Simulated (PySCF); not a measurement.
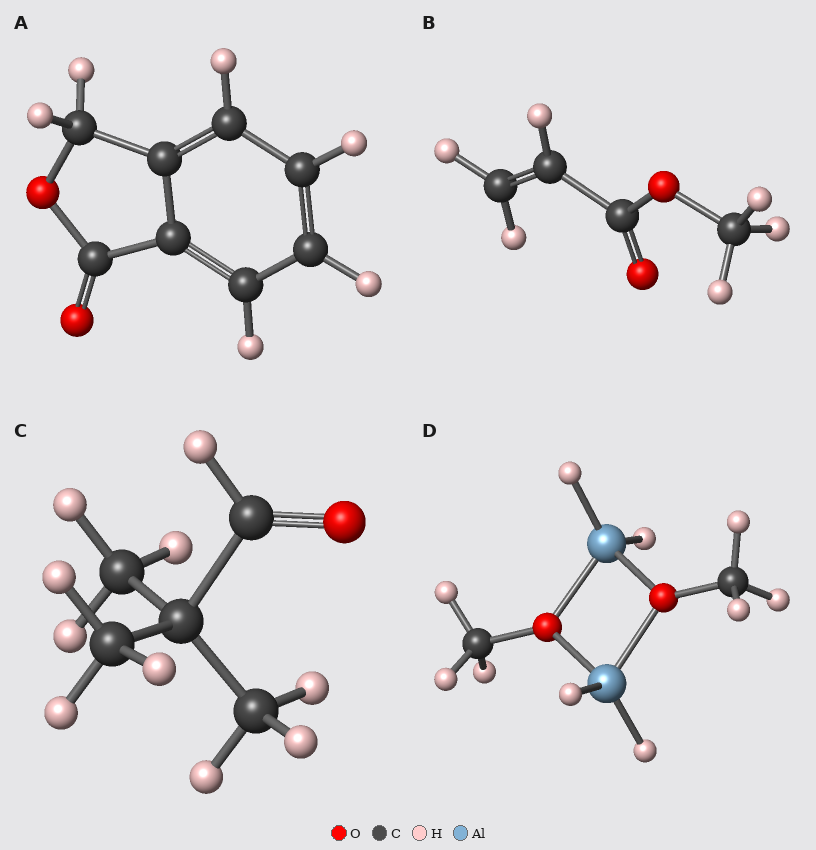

The picture comes from a calculation with PySCF.

```xyz
16
charge 1, multiplicity 2
C    -0.8234    0.6210    1.1492
C    -0.0047    0.0232    0.0324
C     1.1159   -0.8934    0.4990
C     0.3849    1.0118   -1.0536
C    -0.9341   -1.0573   -0.8171
O    -2.0262   -1.3188   -0.4914
H    -1.1359   -0.1284    1.8889
H    -0.1804    1.3525    1.6671
H    -1.7053    1.1626    0.7803
H     1.6909   -1.3344   -0.3279
H     0.7671   -1.6823    1.1812
H     1.8034   -0.2512    1.0813
H    -0.4761    1.5698   -1.4499
H     1.0468    1.7518   -0.5670
H     0.9475    0.5516   -1.8783
H    -0.3962   -1.4878   -1.6954
```

**Which panel shows the molecule in this file?**

C. The file holds C5H10O(+), `CC(C)(C)C=[O+]`.
